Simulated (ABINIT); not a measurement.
# Beyond one shot: Diamond (Fd-3m, 2 atoms a cell), part 2 of 2

Wanted: G0W0 and self-consistent gaps of Diamond (Fd-3m, 2 atoms a cell), with the cost of the cycles.

ABINIT 10.8.3; LDA and many-body steps on it, plane waves. Known limits of the many-body steps: not at the basis limit; coarse k mesh.

So far. Step 10 (evGW, cycle 1): Against G0W0 in ABINIT (6×6×6 mesh, 58 bands, screening to 244.9 eV, Godby-Needs plasmon pole), the gap moves by +0.411 eV. Step 13 (evGW, cycle 2): Against the cycle before, the gap moves by +0.020 eV.

## (14) Screening, 6×6×6 mesh, 58 bands, screening to 244.9 eV

This step: RPA screening on LDA, plane waves, norm-conserving pseudopotentials.

run.abi reads:

```
acell 3*1.0 Angstrom
rprim 
  -0.000000000000 1.783370000000 1.783370000000
  1.783370000000 -0.000000000000 1.783370000000
  1.783370000000 1.783370000000 0.000000000000
ntypat 1
znucl 6
natom 2
typat 1 1
xred 
  0.000000000000 0.000000000000 -0.000000000000
  0.250000000000 0.250000000000 0.250000000000
pp_dirpath "pseudos"
pseudos "C.upf"
ecut 37
ngkpt 6 6 6
nshiftk 1
shiftk 0 0 0
kptopt 1
chksymbreak 0
istwfk *1
occopt 1
irdwfk 1
optdriver 3
nband 58
ecuteps 9
inclvkb 2
awtr 1
symchi 1
gwcalctyp 10
mbpt_sciss 2.546 eV
nqptdm 1
qptdm 
  0 0 0
indata_prefix "in"
outdata_prefix "out"
tmpdata_prefix "tmp"
```

On the command line:

```
$ OMP_NUM_THREADS=1 mpirun -n 4 abinit run.abi > log
```

Wall time 1.7 s (4 MPI ranks of Arm Neoverse V1, shared host); peak memory 0.11 GiB; 6.4 s of CPU time.

Numbers from this step:

- ε∞ with local fields, on this mesh, along the program's q direction: 4.907
- the same without local fields: 5.225
- plasma frequency: 31.18 eV
- plane waves in the screening matrix: 113

This screening uses the functional's bands under a rigid shift, the mean opening of the cycle before.

## (15) Screening, 6×6×6 mesh, 58 bands, screening to 244.9 eV

This step: RPA screening on LDA from quasiparticle energies, plane waves, norm-conserving pseudopotentials.

Changes to run.abi since step 14:

```diff
@@ -29,7 +29,21 @@
 symchi 1
+irdqps 1
 gwcalctyp 10
-mbpt_sciss 2.546 eV
-nqptdm 1
+nqptdm 15
 qptdm 
-  0 0 0
+  0.1666666667 0.0000000000 0.0000000000
+  0.3333333333 0.0000000000 0.0000000000
+  0.5000000000 0.0000000000 0.0000000000
+  0.1666666667 0.1666666667 0.0000000000
+  0.3333333333 0.1666666667 0.0000000000
+  0.5000000000 0.1666666667 0.0000000000
+  -0.3333333333 0.1666666667 0.0000000000
+  -0.1666666667 0.1666666667 0.0000000000
+  0.3333333333 0.3333333333 0.0000000000
+  0.5000000000 0.3333333333 0.0000000000
+  -0.3333333333 0.3333333333 0.0000000000
+  0.5000000000 0.5000000000 0.0000000000
+  0.5000000000 0.3333333333 0.1666666667
+  -0.3333333333 0.3333333333 0.1666666667
+  -0.3333333333 0.5000000000 0.1666666667
 indata_prefix "in"
```

mrgscr.stdin reads:

```
2
merged
q0_SCR
out_SCR
1
```

On the command line:

```
$ OMP_NUM_THREADS=1 mpirun -n 4 abinit run.abi > log; mrgscr < mrgscr.stdin
```

Run time: 9.9 s. Hardware: 4 MPI ranks; peak memory 0.42 GiB; 39 s of CPU time.

Numbers from this step:

```
plasma frequency                    : 31.18 eV
plane waves in the screening matrix : 113
```

This screening reads the quasiparticle levels of the cycle before.

## (16) evGW, cycle 3

This step: evGW on LDA, plane waves, norm-conserving pseudopotentials.

Changes to run.abi since step 15:

```diff
@@ -23,12 +23,10 @@
 irdwfk 1
-optdriver 3
+optdriver 4
 nband 58
-ecuteps 9
-inclvkb 2
-awtr 1
-symchi 1
-irdqps 1
 gwcalctyp 10
-nqptdm 15
-qptdm 
+ecutsigx 37
+symsigma 1
+nkptgw 16
+kptgw 
+  0.0000000000 0.0000000000 0.0000000000
   0.1666666667 0.0000000000 0.0000000000
@@ -48,2 +46,23 @@
   -0.3333333333 0.5000000000 0.1666666667
+bdgw 
+  1 8
+  1 8
+  1 8
+  1 8
+  1 8
+  1 8
+  1 8
+  1 8
+  1 8
+  1 8
+  1 8
+  1 8
+  1 8
+  1 8
+  1 8
+  1 8
+ecuteps 9
+irdscr 1
+ppmodel 1
+irdqps 1
 indata_prefix "in"
```

On the command line:

```
$ OMP_NUM_THREADS=1 mpirun -n 4 abinit run.abi > log
```

The job ended after 1.7 min (4 MPI ranks; peak memory 0.7 GiB; 6.7 min of CPU time).

This step gave:

| Property | Result |
| --- | --- |
| quasiparticle gap on the mesh | 6.085 eV |
| gap of the density functional on the mesh | 4.162 eV |
| k of the valence top | 0, 0, 0 |
| k of the conduction bottom | 0.3333, 0.3333, 0 |
| least direct quasiparticle gap on the computed points | 7.864 eV |

Against the cycle before, the gap moves by +0.002 eV.

## (17) The runs together

Times are wall times on 4 MPI ranks of Arm Neoverse V1, shared host, good to a factor of about two. A run's time includes the screening step that it read.

| run | mesh | bands | screening cutoff (eV) | DFT gap (eV) | gap on the mesh (eV) | direct (eV) | ε∞ used | time |
| --- | --- | --- | --- | --- | --- | --- | --- | --- |
| G0W0 | 6×6×6 | 58 | 244.9 | 4.162 | 5.652 | 7.394 | 5.78 | 17 s |
| evGW0, cycle 1 | 6×6×6 | 58 | 244.9 | 4.162 | 5.947 | 7.767 | 5.78 | 1.9 min |
| evGW0, cycle 2 | 6×6×6 | 58 | 244.9 | 4.162 | 5.812 | 7.572 | 5.78 | 1.9 min |
| evGW0, cycle 3 | 6×6×6 | 58 | 244.9 | 4.162 | 5.822 | 7.590 | 5.78 | 1.9 min |
| evGW, cycle 1 | 6×6×6 | 58 | 244.9 | 4.162 | 6.063 | 7.841 | 5.01 | 1.9 min |
| evGW, cycle 2 | 6×6×6 | 58 | 244.9 | 4.162 | 6.083 | 7.862 | 4.92 | 1.9 min |
| evGW, cycle 3 | 6×6×6 | 58 | 244.9 | 4.162 | 6.085 | 7.864 | 4.91 | 1.9 min |

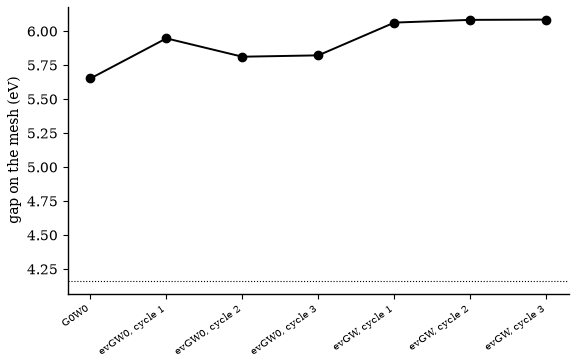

The gap through the cycles; the dotted line is the starting gap.

## (18) Outcome

```json
{
 "G0W0": "5.652 eV",
 "evGW0, cycle 1": "5.947 eV",
 "evGW0, cycle 2": "5.812 eV",
 "evGW0, cycle 3": "5.822 eV",
 "evGW, cycle 1": "6.063 eV",
 "evGW, cycle 2": "6.083 eV",
 "evGW, cycle 3": "6.085 eV",
 "known limits": "not at the basis limit; coarse k mesh"
}
```

In words: Only the bands that the input lists are updated; the others, empty or deep, keep the functional's energies or take a rigid shift. The evGW loop starts from the last levels of evGW0, so its cycles and time come on top of those. evGW0 ends at 5.82 eV, +0.17 eV from G0W0, after 3 cycles that took 5.1 min beside the first screening; the last moved the gap by 0.010 eV. evGW ends at 6.09 eV, +0.43 eV from G0W0, after 3 cycles that took 5.7 min beside the first screening; the last moved the gap by 0.002 eV. The first cycle of evGW0 takes the full correction, without the factor Z, so it overshoots the one-shot value. Against experiment, by evGW, cycle 3: the gap of 6.09 eV lies +0.59 eV from the measured 5.5 eV (kind not stated, quoted 2019); the gap of 6.09 eV lies +0.62 eV from the measured 5.47 eV (kind not stated, quoted 2024). These are gaps on the mesh, at modest bands and cutoff. The calculation has static nuclei and no excitons; a measured gap holds zero-point and thermal motion, which mostly lowers it. Bands and cutoff are finite, so the gap is not at the basis limit. The miss can reach some tenths of an eV and take either sign; the mesh is an error of its own. The 6×6×6 mesh is coarse for this cell, which bears on the long-range parts of exchange and screening. In the updated screening the q = 0 part is built from Kohn-Sham bands under a rigid shift, the other q from the quasiparticle levels.

[Paths, hosts, dates, memory and timing lines, banners, echoed tables and standing remarks are left out of the program output.]

[Logs are printed without paths, hosts, clocks, repeated set-up lines and the standing remarks that a program may print on its own settings, such as how far it seeks lower states.]

[Runs of the session that timed out or met a known fault of the program may be left out.]

[Hosts, paths, dates, database ids (printed as entryN), source tags and the programs' standing remarks are cut or masked in the printed files.]

[G0W0 gaps are taken among the corrected bands and points alone; a level outside them can change the order at an edge.]

[Where Ansatz stands beside ABINIT at settings called matched, ABINIT's density can come from a denser mesh and the files from another edition; pairs whose starting gaps differed by over 0.03 eV were left out, so agreement reads better than it is.]
